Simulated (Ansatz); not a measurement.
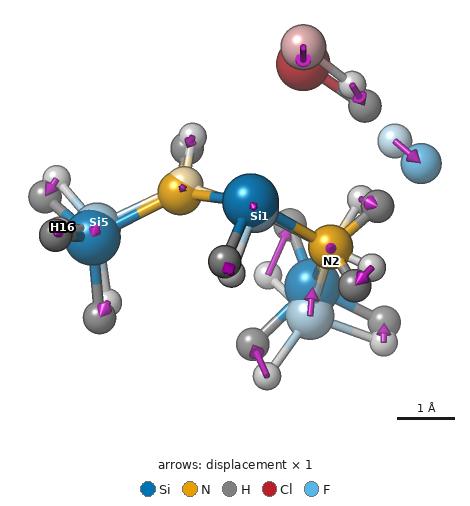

This is a constrained relaxation of Si$_{3}$N$_{2}$H$_{11}$ClF (multiplicity 2). The starting structure is drawn faded, the final one solid; purple arrows show the displacements, at their true length. The two geometries are superimposed by the best rigid fit.

A ball-and-stick model, seen at a tilt.

The reaction that was planned forms Si1–Cl8, H7–F10, N2–H9 and breaks Si1–N2, H7–Cl8, H9–F10 (atoms numbered from 1 in input order).

All numbers below come from Ansatz 0.2.0, UKS PBE0-D4/def2-SVP. (held fixed: the distance between atoms 1 (Si) and 8 (Cl), the distance between atoms 7 (H) and 10 (F), the distance between atoms 2 (N) and 9 (H), the distance between atoms 1 (Si) and 2 (N), the distance between atoms 7 (H) and 8 (Cl), the distance between atoms 9 (H) and 10 (F), counting from 1; force threshold 0.04 eV/Å; at most 150 steps)

What happened in the run?

Answer. The atom that moves furthest after the best rigid fit is an H atom (0.98 Å). By element the largest moves are H 0.98 Å, Cl 0.96 Å, F 0.67 Å, Si 0.54 Å, N 0.26 Å. Some distances before and after: H–Si 1.466 → 1.507 Å, H–Si 1.460 → 1.492 Å, N–Si 1.797 → 1.826 Å, N–Si 1.736 → 1.754 Å. Bond angles that change, for instance: Si–N–H 106.3° → 96.9°, Si–N–H 107.8° → 114.3°, H–N–H 101.4° → 106.8°. Groups turn about N–Si by about 30°. After 14 geometry steps the energy has fallen by 0.233 eV. Largest force component: 0.74 eV/Å at the start, 0.022 eV/Å at the end. The run took about 70 s of wall time on a shared GPU.
